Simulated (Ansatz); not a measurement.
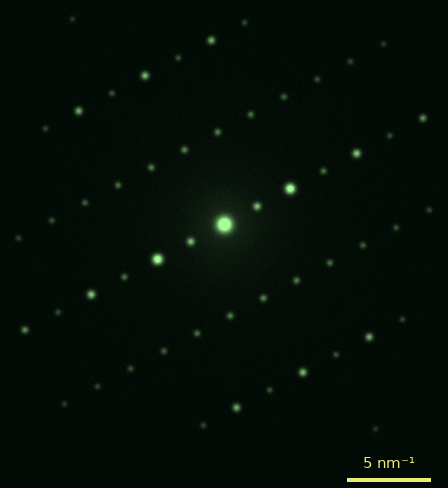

The pattern is a kinematic simulation for 200 kV electrons (no multiple scattering; isotropic B = 0.3 Å²).

Phase: Sn3O, space group Pm-3m (No. 221), a = 4.416 Å. Structure: the geometry relaxed with DFT r2SCAN, scalar-relativistic, plane waves, PAW in Ansatz; the starting structure was generated, so it need not be a known form of this composition.

Question: Measure the pattern against the scale bar and name the zone.

Answer: The spots form a rectangular net whose two shortest vectors correspond to d = 4.42 Å and 1.97 Å, 90.0° apart. They index as 0 0 1 and 1 -2 0, so the zone axis is [210] (or an equivalent direction of <210>).
